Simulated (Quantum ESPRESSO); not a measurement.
**V3Sb2: which magnetic order is lowest**

Does V3Sb2 prefer parallel or opposed moments?

Program: Quantum ESPRESSO 7.5. Level of theory: LDA; plane waves with GBRV 1.5 LDA potentials, no spin-orbit coupling. Results are calculated unless marked as measured.

## 1. Starting point

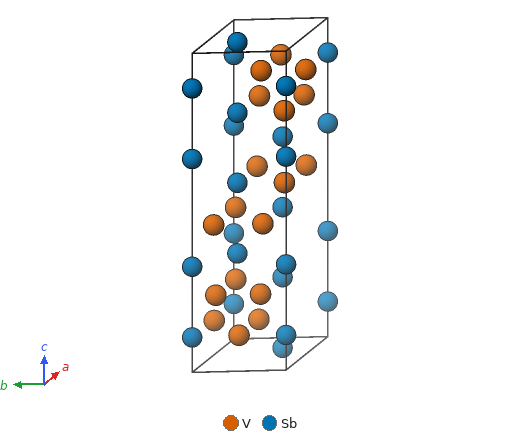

The cell as given, from a free direction (vanadium orange, antimony blue). This picture shows the conventional cell, with its axes. Some periodic images of atoms are drawn too.

The cell comes from Materials Project 2023-11-01, a database of computed structures, and need not be the stable phase.

## 2. Start 1: ferro ++++++

The signs are those of the starting moments on the seeded atoms, the atoms that are given a moment.

The input, pw.in:

```
&CONTROL
  calculation = 'scf'
  prefix = 'pwscf'
  outdir = './tmp'
  pseudo_dir = './pseudo'
  disk_io = 'nowf'
/
&SYSTEM
  ibrav = 0
  nat = 10
  ntyp = 2
  ecutwfc = 40
  ecutrho = 280
  nbnd = 90
  occupations = 'smearing'
  smearing = 'fd'
  degauss = 0.00734986
  nspin = 2
  starting_magnetization(1) = 0.1154
  starting_magnetization(2) = 0
/
&ELECTRONS
  conv_thr = 2d-08
  electron_maxstep = 150
  mixing_beta = 0.3
/
ATOMIC_SPECIES
V      50.9415 v_lda_v1.4.uspp.F.UPF
Sb    121.7600 sb_lda_v1.4.uspp.F.UPF
CELL_PARAMETERS angstrom
   2.7525426209    1.5891812232    6.7757537157
  -2.7525426209    1.5891812232    6.7757537157
   0.0000000000   -3.1783624463    6.7757537157
ATOMIC_POSITIONS crystal
V       0.6028366100    0.1274830000    0.6028366100
V       0.6028366100    0.6028366100    0.1274830000
V       0.1274830000    0.6028366100    0.6028366100
V       0.8725170000    0.3971633900    0.3971633900
V       0.3971633900    0.8725170000    0.3971633900
V       0.3971633900    0.3971633900    0.8725170000
Sb      0.1097455600    0.1097455600    0.1097455600
Sb      0.8902544400    0.8902544400    0.8902544400
Sb      0.3311160700    0.3311160700    0.3311160700
Sb      0.6688839300    0.6688839300    0.6688839300
K_POINTS automatic
6 6 6 0 0 0
```

The run is started by

```console
$ OMP_NUM_THREADS=1 mpirun -n 4 pw.x -nk 4 -in pw.in > pw.out
```

The program printed:

```text
Program PWSCF v.7.5 starts

     Message from routine setup:
     using ibrav=0 with symmetry is DISCOURAGED, use correct ibrav instead

     K-points division:     npool     =       4
     Subspace diagonalization in iterative solution of the eigenvalue problem:

     G-vector sticks info
     --------------------
     sticks:   dense  smooth     PW     G-vecs:    dense   smooth      PW
     Sum        3049    1733    523                95025    40935    6737

     Using Slab Decomposition

     bravais-lattice index     =            0
     lattice parameter (alat)  =      14.1430  a.u.
     unit-cell volume          =    1200.0876 (a.u.)^3
     number of atoms/cell      =           10
     number of atomic types    =            2
     number of electrons       =       138.00
     number of Kohn-Sham states=           90
     kinetic-energy cutoff     =      40.0000  Ry
     charge density cutoff     =     280.0000  Ry
     scf convergence threshold =      2.0E-08
     mixing beta               =       0.3000
     number of iterations used =            8  plain     mixing
     Exchange-correlation=  SLA  PZ   NOGX NOGC
                           (   1   1   0   0   0   0   0)

     celldm(1)=  14.143035  celldm(2)=   0.000000  celldm(3)=   0.000000
     celldm(4)=   0.000000  celldm(5)=   0.000000  celldm(6)=   0.000000

     crystal axes: (cart. coord. in units of alat)
               a(1) = (   0.367782   0.212339   0.905345 )
               a(2) = (  -0.367782   0.212339   0.905345 )
               a(3) = (   0.000000  -0.424678   0.905345 )

     reciprocal axes: (cart. coord. in units 2 pi/alat)
               b(1) = (  1.359502  0.784909  0.368184 )
               b(2) = ( -1.359502  0.784909  0.368184 )
               b(3) = ( -0.000000 -1.569817  0.368184 )

     PseudoPot. # 1 for V  read from file:
     v_lda_v1.4.uspp.F.UPF
     Pseudo is Ultrasoft + core correction, Zval = 13.0
     Generated by new atomic code, or converted to UPF format
     Using radial grid of  853 points,  6 beta functions with:
                l(1) =   0
                l(2) =   0
                l(3) =   1
                l(4) =   1
                l(5) =   2
                l(6) =   2
     Q(r) pseudized with  8 coefficients,  rinner =    1.100   1.100   1.100
                                                       1.100   1.100

     PseudoPot. # 2 for Sb read from file:
     sb_lda_v1.4.uspp.F.UPF
     Pseudo is Ultrasoft + core correction, Zval = 15.0
     Generated by new atomic code, or converted to UPF format
     Using radial grid of  891 points,  6 beta functions with:
                l(1) =   0
                l(2) =   0
                l(3) =   1
                l(4) =   1
                l(5) =   2
                l(6) =   2
     Q(r) pseudized with  8 coefficients,  rinner =    1.350   1.350   1.350
                                                       1.350   1.350

     atomic species   valence    mass     pseudopotential
     V                13.00    50.94150     V ( 1.00)
     Sb               15.00   121.76000     Sb( 1.00)

     Starting magnetic structure
     atomic species   magnetization
     V               0.115
     Sb              0.000

     12 Sym. Ops., with inversion, found

   Cartesian axes

     site n.     atom                  positions (alat units)
         1        V      tau(   1) = (   0.1748264  -0.1009361   1.2069657  )
         2        V      tau(   2) = (   0.0000000   0.2018722   1.2069657  )
         3        V      tau(   3) = (  -0.1748264  -0.1009361   1.2069657  )
         4        V      tau(   4) = (   0.1748264   0.1009361   1.5090679  )
         5        V      tau(   5) = (  -0.1748264   0.1009361   1.5090679  )
         6        V      tau(   6) = (  -0.0000000  -0.2018722   1.5090679  )
         7        Sb     tau(   7) = (  -0.0000000   0.0000000   0.2980726  )
         8        Sb     tau(   8) = (  -0.0000000   0.0000000   2.4179609  )
         9        Sb     tau(   9) = (   0.0000000   0.0000000   0.8993223  )
        10        Sb     tau(  10) = (   0.0000000   0.0000000   1.8167112  )

     number of k points=    32  Fermi-Dirac smearing, width (Ry)=  0.0073
                       cart. coord. in units 2pi/alat
        k(    1) = (   0.0000000   0.0000000   0.0000000), wk =   0.0046296
        k(    2) = (  -0.0000000  -0.2616362   0.0613640), wk =   0.0277778
        k(    3) = (  -0.0000000  -0.5232724   0.1227280), wk =   0.0277778
        k(    4) = (   0.0000000   0.7849086  -0.1840920), wk =   0.0138889
        k(    5) = (  -0.2265836  -0.1308181   0.1227280), wk =   0.0277778
        [... 27 further k-points ...]

     Dense  grid:    95025 G-vectors     FFT dimensions: (  75,  75,  75)

     Smooth grid:    40935 G-vectors     FFT dimensions: (  60,  60,  60)

     Check: negative core charge=   -0.000004
     Generating pointlists ...
     new r_m :   0.1442 (alat units)  2.0399 (a.u.) for type    1
     new r_m :   0.1518 (alat units)  2.1466 (a.u.) for type    2

     Initial potential from superposition of free atoms

     starting charge     133.9938, renormalised to     138.0000

     negative rho (up, down):  1.217E-03 9.604E-04
     Starting wfcs are   96 randomized atomic wfcs

     Self-consistent Calculation

     iteration #  1     ecut=    40.00 Ry     beta= 0.30
     Davidson diagonalization with overlap
     ethr =  1.00E-02,  avg # of iterations =  3.9

     negative rho (up, down):  1.875E-03 2.380E-03

     total energy              =   -1607.94177158 Ry
     estimated scf accuracy    <       5.19999388 Ry

     total magnetization       =     2.66 Bohr mag/cell
     absolute magnetization    =     3.13 Bohr mag/cell

     iteration #  2     ecut=    40.00 Ry     beta= 0.30
     Davidson diagonalization with overlap
     ethr =  3.77E-03,  avg # of iterations =  2.2

     negative rho (up, down):  1.449E-03 2.476E-03

     total energy              =   -1608.56071596 Ry
     estimated scf accuracy    <       2.27775299 Ry

     total magnetization       =     2.95 Bohr mag/cell
     absolute magnetization    =     3.46 Bohr mag/cell

     iteration #  3     ecut=    40.00 Ry     beta= 0.30
     Davidson diagonalization with overlap
     ethr =  1.65E-03,  avg # of iterations =  2.0

     negative rho (up, down):  1.186E-03 3.007E-03

     total energy              =   -1608.81676494 Ry
     estimated scf accuracy    <       0.25534129 Ry

     total magnetization       =     2.54 Bohr mag/cell
     absolute magnetization    =     3.03 Bohr mag/cell

     [... further iterations left out ...]

     iteration # 11     ecut=    40.00 Ry     beta= 0.30
     Davidson diagonalization with overlap
     ethr =  2.57E-08,  avg # of iterations =  2.0

     negative rho (up, down):  1.853E-03 1.846E-03

     total energy              =   -1608.88289342 Ry
     estimated scf accuracy    <       0.00000639 Ry

     total magnetization       =     0.01 Bohr mag/cell
     absolute magnetization    =     0.01 Bohr mag/cell

     iteration # 12     ecut=    40.00 Ry     beta= 0.30
     Davidson diagonalization with overlap
     ethr =  4.63E-09,  avg # of iterations =  1.9

     negative rho (up, down):  1.852E-03 1.848E-03

     total energy              =   -1608.88289403 Ry
     estimated scf accuracy    <       0.00000223 Ry

     total magnetization       =     0.00 Bohr mag/cell
     absolute magnetization    =     0.01 Bohr mag/cell

     iteration # 13     ecut=    40.00 Ry     beta= 0.30
     Davidson diagonalization with overlap
     ethr =  1.62E-09,  avg # of iterations =  2.1

     negative rho (up, down):  1.850E-03 1.848E-03

     total energy              =   -1608.88289448 Ry
     estimated scf accuracy    <       0.00000008 Ry

     total magnetization       =     0.00 Bohr mag/cell
     absolute magnetization    =     0.00 Bohr mag/cell

     iteration # 14     ecut=    40.00 Ry     beta= 0.30
     Davidson diagonalization with overlap
     ethr =  5.47E-11,  avg # of iterations =  3.6

     negative rho (up, down):  1.849E-03 1.849E-03

     Magnetic moment per site  (integrated on atomic sphere of radius R)
     atom   1 (R=0.144)  charge= 11.3204  magn= -0.0000
     atom   2 (R=0.144)  charge= 11.3204  magn= -0.0000
     atom   3 (R=0.144)  charge= 11.3204  magn= -0.0000
     atom   4 (R=0.144)  charge= 11.3204  magn= -0.0000
     atom   5 (R=0.144)  charge= 11.3204  magn= -0.0000
     atom   6 (R=0.144)  charge= 11.3204  magn= -0.0000
     atom   7 (R=0.152)  charge= 12.5143  magn=  0.0000
     atom   8 (R=0.152)  charge= 12.5143  magn=  0.0000
     atom   9 (R=0.152)  charge= 12.4595  magn=  0.0000
     atom  10 (R=0.152)  charge= 12.4595  magn=  0.0000

     End of self-consistent calculation

     [... lines left out ...]
     the Fermi energy is    14.7119 ev

!    total energy              =   -1608.88289452 Ry
     estimated scf accuracy    <       0.00000001 Ry
     smearing contrib. (-TS)   =      -0.02096844 Ry
     internal energy E=F+TS    =   -1608.86192608 Ry

     The total energy is F=E-TS. E is the sum of the following terms:
     one-electron contribution =    -657.35403402 Ry
     hartree contribution      =     403.35673156 Ry
     xc contribution           =    -290.74367740 Ry
     ewald contribution        =   -1064.12094622 Ry

     total magnetization       =     0.00 Bohr mag/cell
     absolute magnetization    =     0.00 Bohr mag/cell

     convergence has been achieved in  14 iterations

=------------------------------------------------------------------------------=
   JOB DONE.
=------------------------------------------------------------------------------=
```

Wall time 2.9 min (4 MPI ranks of Intel Xeon 6975P-C (Granite Rapids), shared host); peak memory 1.3 GiB.

The spin moment in the atom's sphere vanishes on all atoms.

Numbers from this step:

* smearing term TS: 0.2853 eV
* magnetization: 0 μB
* absolute magnetization: 0 μB
* final state: non-magnetic

(Continued in part 2 of 2.)

[Logs and program files are shortened in this print: banners, set-up blocks, solver, clock and traceback lines can be left out without a mark of their own.]

[Logs are printed without paths, hosts, clocks, repeated set-up lines and the standing remarks that a program may print on its own settings, such as how far it seeks lower states.]

[Hosts, paths, dates, database ids (printed as entryN), source tags and the programs' standing remarks are cut or masked in the printed files.]

[Where a cell is said to come from a database of computed structures, the database is the Materials Project.]
